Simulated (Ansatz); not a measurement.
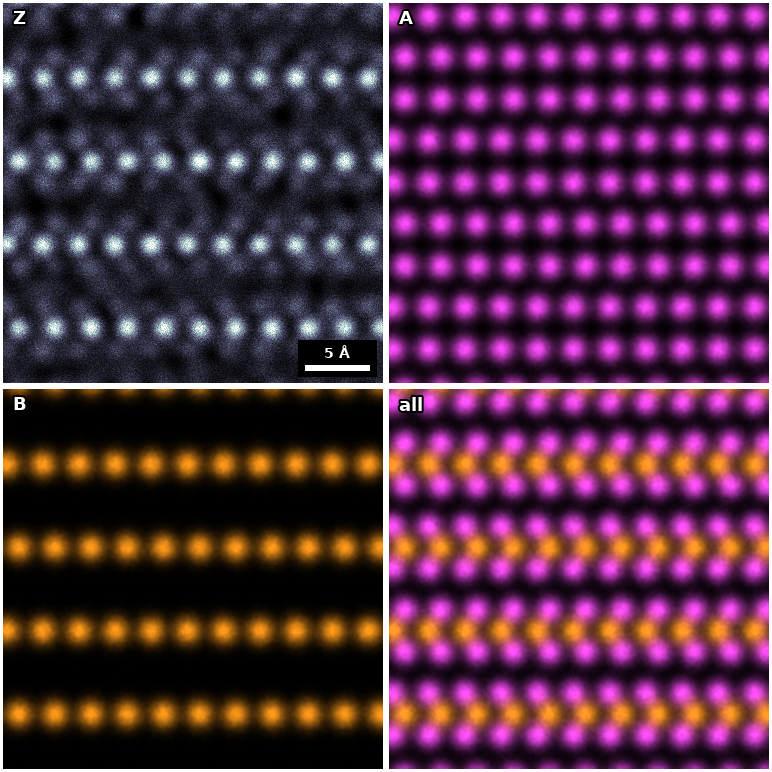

WSe2 (P6_3/mmc, No. 194) along [100]. Panel Z: Simulated incoherent Z contrast: every atom adds Z^1.8 spread by a probe of 1.29 Å full width; channelling and multiple scattering are left out. Shot noise and the speckle of an amorphous layer were added. The other panels are simulated element maps (the number of atoms of one element along the beam, blurred by 1.7 Å, with counting noise; each on its own scale, no channelling); the last overlays them. Atomic positions: a calculation's starting geometry; the starting structure was generated, so it need not be a known form of this composition.

```yaml
crystal:
  lattice:
    - [3.29967, 0.00000, 0.00000]
    - [-1.64983, 2.85760, 0.00000]
    - [0.00000, 0.00000, 13.14870]
  atoms:
    - { symbol: W, position: [0.33333, 0.66667, 0.25000] }
    - { symbol: W, position: [0.66667, 0.33333, 0.75000] }
    - { symbol: Se, position: [0.66667, 0.33333, 0.37666] }
    - { symbol: Se, position: [0.66667, 0.33333, 0.12334] }
    - { symbol: Se, position: [0.33333, 0.66667, 0.87666] }
    - { symbol: Se, position: [0.33333, 0.66667, 0.62334] }
```

Question: Which element does each lettered map show?

Answer: A: Se, B: W. The projected cell (2.86 × 13.15 Å, 90°) holds 6 columns: 4 of Se and 2 of W. No column is shared by two of the mapped elements.
